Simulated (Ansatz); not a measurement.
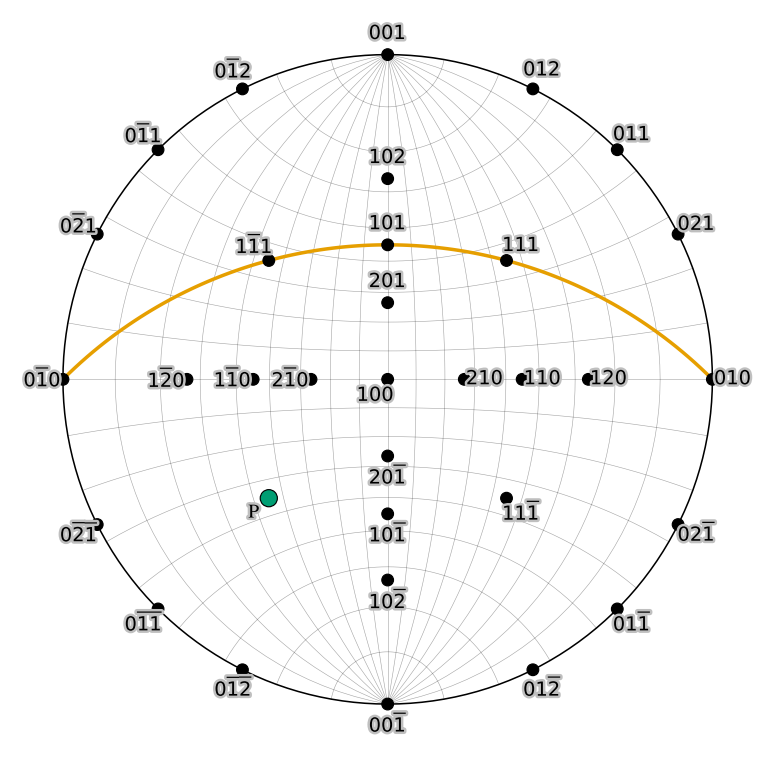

For NaCaF₃, the end point of a relaxation with DFT, r2SCAN+rVV10, plane waves, PAW (Ansatz 0.2.0); the starting structure was generated, so it need not be a known form of this composition: stereographic projection of plane normals (upper hemisphere) centred on (1 0 0). Geometry calculated from the standardised cell; symmetry tolerance 0.002 Å.

a = 4.366 Å, b = 4.366 Å, c = 4.366 Å, α = 90.00°, β = 90.00°, γ = 90.00°.

**Index the pole marked P.**

P is (1 −1 −1), 54.7° from the centre.

**Which zone does the coloured great circle trace?**

The zone [1 0 −1]: its poles satisfy h − l = 0.

**What is the angle between the normals of (1 −1 −1) and (1 2 0), and what are their d_hkl = 1/|g|?**

105.0°; d = 2.521 Å and 1.953 Å.
